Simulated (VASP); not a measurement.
# Which face does W expose?, part 3 of 5

Aim: compare the low-index faces of W at one level of theory.

VASP 6.6.1; PBEsol; plane waves and PAW (W).

So far. Step 3 (The bulk reference, job self-consistent run, k-mesh …): The run ends at a pressure of -0.82 GPa. Step 4 (Relaxing the slab, 7 atoms, face W(110)): The run ended after 11 ionic steps, 0.066 eV below its first step, once the forces on the free atoms met EDIFFG = -0.03.

### Step 5. Vacuum level and density of states, 7 atoms, face W(110)

A static run writes the electrostatic potential without exchange and correlation (LVHAR), which is flat in the vacuum and gives the level to count from. The dipole correction cancels the field that unlike faces would set up across the vacuum.

The input, INCAR:

```
SYSTEM = W
PREC = Normal
ENCUT = 320
EDIFF = 1E-06
NELM = 120
ISMEAR = 1
SIGMA = 0.15
LREAL = .FALSE.
ALGO = Fast
GGA = PS
NBANDS = 28
LORBIT = 11
LWAVE = .FALSE.
LCHARG = .TRUE.
KPAR = 4
IDIPOL = 3
LDIPOL = .TRUE.
DIPOL = 0.5 0.5 0.5
LVHAR = .TRUE.
LVACPOTAV = .TRUE.
NEDOS = 1500
```

The input, POSCAR:

```
W
1.0
    3.1440747150      0.0000000000      0.0000000000
    1.5720373575      2.2231965515      0.0000000000
    0.0000000000      0.0000000000     28.3391793092
W
7
Direct
    0.0000000000      0.0000000000      0.2674649082
    0.5000000000      0.0000000000      0.3429622403
    0.0000000000      0.0000000000      0.4216458721
    0.5000000000      0.0000000000      0.5000000000
    0.0000000000      0.0000000000      0.5783541279
    0.5000000000      0.0000000000      0.6570377597
    0.0000000000      0.0000000000      0.7325350918
```

The input, KPOINTS:

```
Automatic mesh
0
Gamma
13 13 1
0 0 0
```

Potentials, in the order of the species: W (PBE family, release 64).

Run with:

```console
$ mpirun -np 4 vasp_std
```

Output:

```text
[... set-up lines as in an earlier step ...]
 entering main loop
       N       E                     dE             d eps       ncg     rms          rms(c)
DAV:   1     0.134316643421E+03    0.13432E+03   -0.13360E+04  2752   0.852E+02
DAV:   2    -0.809309774548E+02   -0.21525E+03   -0.20710E+03  3708   0.239E+02
DAV:   3    -0.984432662904E+02   -0.17512E+02   -0.16868E+02  3716   0.623E+01
DAV:   4    -0.995103068521E+02   -0.10670E+01   -0.10374E+01  4480   0.136E+01
DAV:   5    -0.995514484900E+02   -0.41142E-01   -0.40665E-01  4184   0.238E+00    0.582E+01
RMM:   6    -0.976975756104E+02    0.18539E+01   -0.12859E+01  3541   0.125E+01    0.266E+01
RMM:   7    -0.162639709527E+03   -0.64942E+02   -0.15497E+02  5016   0.399E+01    0.207E+01
RMM:   8    -0.940261197016E+02    0.68614E+02   -0.41702E+01  4116   0.236E+01    0.664E+00
RMM:   9    -0.940678341787E+02   -0.41714E-01   -0.72370E+00  4100   0.830E+00    0.387E+00
RMM:  10    -0.940492818840E+02    0.18552E-01   -0.81910E-01  3491   0.391E+00    0.283E+00
RMM:  11    -0.940683885197E+02   -0.19107E-01   -0.35521E-01  4363   0.182E+00    0.180E+00
RMM:  12    -0.940670218352E+02    0.13667E-02   -0.57216E-02  3852   0.750E-01    0.126E+00
RMM:  13    -0.940516197894E+02    0.15402E-01   -0.35814E-02  4013   0.553E-01    0.638E-01
RMM:  14    -0.940498758487E+02    0.17439E-02   -0.17872E-02  4257   0.369E-01    0.140E-01
RMM:  15    -0.940500969785E+02   -0.22113E-03   -0.50115E-03  4457   0.191E-01    0.765E-02
RMM:  16    -0.940502568348E+02   -0.15986E-03   -0.17714E-03  4470   0.912E-02    0.450E-02
RMM:  17    -0.940503467906E+02   -0.89956E-04   -0.47589E-04  3672   0.687E-02    0.290E-02
RMM:  18    -0.940503715639E+02   -0.24773E-04   -0.24771E-04  4366   0.366E-02    0.180E-02
RMM:  19    -0.940503801282E+02   -0.85643E-05   -0.81354E-05  3616   0.209E-02    0.138E-02
RMM:  20    -0.940503922376E+02   -0.12109E-04   -0.53293E-05  3613   0.159E-02    0.739E-03
RMM:  21    -0.940504057091E+02   -0.13471E-04   -0.24044E-05  2780   0.107E-02    0.485E-03
RMM:  22    -0.940504239512E+02   -0.18242E-04   -0.13600E-05  2383   0.706E-03    0.196E-03
RMM:  23    -0.940504443779E+02   -0.20427E-04   -0.79443E-06  2106   0.525E-03    0.202E-03
RMM:  24    -0.940504566986E+02   -0.12321E-04   -0.47323E-06  2016   0.404E-03    0.178E-03
RMM:  25    -0.940504648786E+02   -0.81800E-05   -0.31139E-06  1721   0.254E-03    0.609E-04
RMM:  26    -0.940504670871E+02   -0.22085E-05   -0.17523E-06  1511   0.204E-03    0.617E-04
RMM:  27    -0.940504679641E+02   -0.87692E-06   -0.12472E-06  1241   0.169E-03
 -----------------------------------------------------------------------------
|                                                                             |
|           W    W    AA    RRRRR   N    N  II  N    N   GGGG   !!!           |
|           W    W   A  A   R    R  NN   N  II  NN   N  G    G  !!!           |
|           W    W  A    A  R    R  N N  N  II  N N  N  G       !!!           |
|           W WW W  AAAAAA  RRRRR   N  N N  II  N  N N  G  GGG   !            |
|           WW  WW  A    A  R   R   N   NN  II  N   NN  G    G                |
|           W    W  A    A  R    R  N    N  II  N    N   GGGG   !!!           |
|                                                                             |
|     Did not find any points to average over, which means that no vacuum     |
|     field-free region was found. Please increase the size of  your cell     |
|     in the dimension of the dipole correction to obtain accurate            |
|     workfunction values.                                                    |
|                                                                             |
 -----------------------------------------------------------------------------

   1 F= -.94050468E+02 E0= -.94050436E+02  d E =-.970168E-04
```

Elapsed: 44 s, on 4 MPI ranks of AMD EPYC 7R43, shared host; peak memory 0.77 GiB; 2.9 min of CPU time.

OUTCAR, selected parts (step 5):

```text
   NELECT =      42.0000    total number of electrons

 dipolmoment           0.000000      0.000000      0.000000 electrons x Angstroem

 E-fermi :   2.1679

 k-point     1 :       0.0000    0.0000    0.0000
  band No.  band energies     occupation
    ...
     18       0.9393      2.00000
     19       0.9427      2.00000
     20       1.0137      2.00000
     21       1.3570      2.00000
     22       1.5425      2.00000
     23       2.4470     -0.02441
     24       2.5142     -0.00522
     25       2.9476     -0.00000
     26       3.7284     -0.00000
     27       3.8504     -0.00000
    ...

  Total       -5.2032248     -3.4306256     -0.3069361      0.0000000      0.0000000      0.0000000
  in kB      -42.0847919    -27.7476318     -2.4825644      0.0000000      0.0000000      0.0000000
  external PRESSURE =     -24.1049960 kB  Pullay stress =       0.0000000 kB

 POSITION                                       TOTAL-FORCE (eV/Angst)
 -----------------------------------------------------------------------------------
      0.00000      0.00000      7.57974         0.000000     -0.000000      0.005610
      1.57204      0.00000      9.71927        -0.000000      0.000000     -0.013013
      0.00000      0.00000     11.94910         0.000000      0.000000     -0.015499
      1.57204      0.00000     14.16959         0.000000      0.000000      0.000000
      0.00000      0.00000     16.39008         0.000000      0.000000      0.015499
      1.57204      0.00000     18.61991        -0.000000     -0.000000      0.013013
      0.00000      0.00000     20.75944        -0.000000      0.000000     -0.005610
 -----------------------------------------------------------------------------------
    total drift:                               -0.000000      0.000000      0.000000

  FREE ENERGIE OF THE ION-ELECTRON SYSTEM (eV)
  ---------------------------------------------------
  free  energy   TOTEN  =       -94.0504679641 eV

  energy  without entropy=      -94.0503709473  energy(sigma->0) =      -94.05043563

 vacuum level on the upper side and lower side of the slab         7.079         7.079

[... 7 parts as in an earlier step ...]

[... 10 further parts left out ...]
```

This step gave:

- electronic cycles: 27
- Fermi energy: 2.168 eV
- dipole moment: 0, 0, 0 e·Å
- vacuum levels: 7.079, 7.079 eV
- work functions of the upper and lower face: 4.911, 4.911 eV

The planar average of the electrostatic potential oscillates, so the rows of the table below give means over windows of 2.25 Å about each position, cut where the curve ends. Its maxima inside the range that stand out by 2 % of the span (Å: eV): 8.7: -3.60, 10.8: -2.89, 13.0: -2.87, 15.3: -2.87, 17.5: -2.89, 19.7: -3.60. Its minima: 7.6: -12.0, 9.7: -12.6, 11.9: -12.5, 14.2: -12.5, 16.4: -12.5, 18.7: -12.6, 20.7: -12.0.

Zero at the Fermi level. Table of planar average of the electrostatic potential by height; means over each step:

```csv
height (Å),planar average of the electrostatic potential (eV)
1.12,4.91
3.38,4.91
5.62,3.20
7.88,-7.76
10.12,-7.95
12.38,-7.89
14.62,-7.90
16.88,-7.89
19.12,-8.27
21.38,-5.23
23.62,4.73
25.88,4.91
28.12,4.91
```

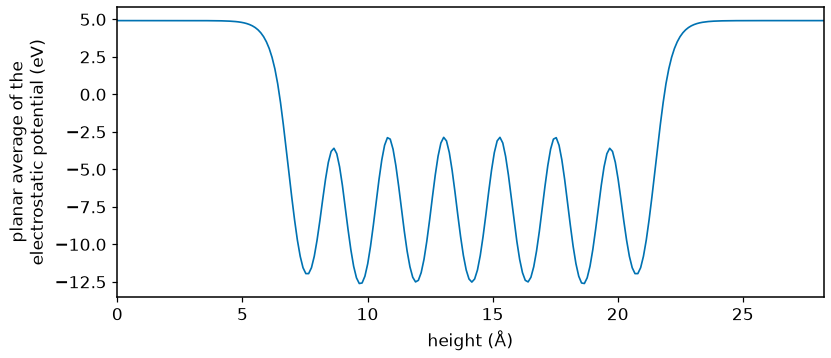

Planar average of the electrostatic potential against height.

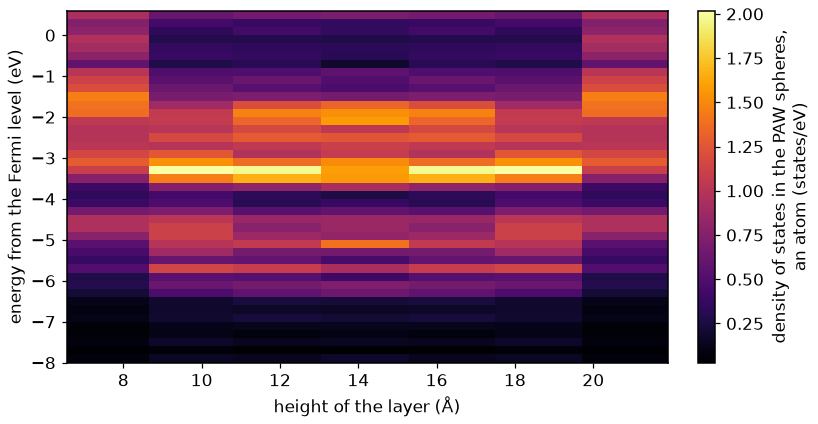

Density of states in the PAW spheres, an atom over height of the layer and energy from the Fermi level.

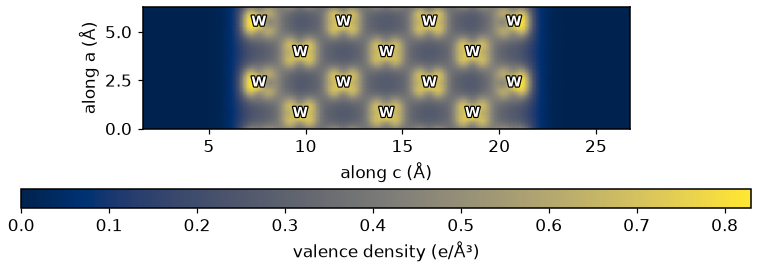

Valence density in the ca plane at fractional y = 0.000, with atoms of W within 0.2 Å of it. It is the smooth field of the valence electrons, not physical close to the nuclei. The map starts off the cell's origin, so that atoms lie inside it. The far vacuum is left out of the map.

The map of layer states is cut here 0.5 eV above the Fermi level, so it leaves out the states above that.

The vacuum level lies 4.91 eV above the Fermi level at the upper face; both faces agree, as the slab has next to no dipole.

The program found no field-free point at its default tolerance, but its printed level agrees with the flat part of the planar average.

On this mesh the fine structure of the density of states is sampling noise, and high empty states may be cut by the number of bands.

(Continued in part 4 of 5.)

[Lines on the potential files, build, host, timing and source positions are cut from VASP's logs without a mark.]

[Logs are printed without paths, hosts, clocks, repeated set-up lines and the standing remarks that a program may print on its own settings, such as how far it seeks lower states.]

[Hosts, paths, dates, database ids (printed as entryN), source tags and the programs' standing remarks are cut or masked in the printed files.]

[Runs that stopped without an error message from VASP are left out.]

[In band tables of VASP the shares of atoms and orbitals are scaled to a sum of 1 inside the atoms' spheres.]
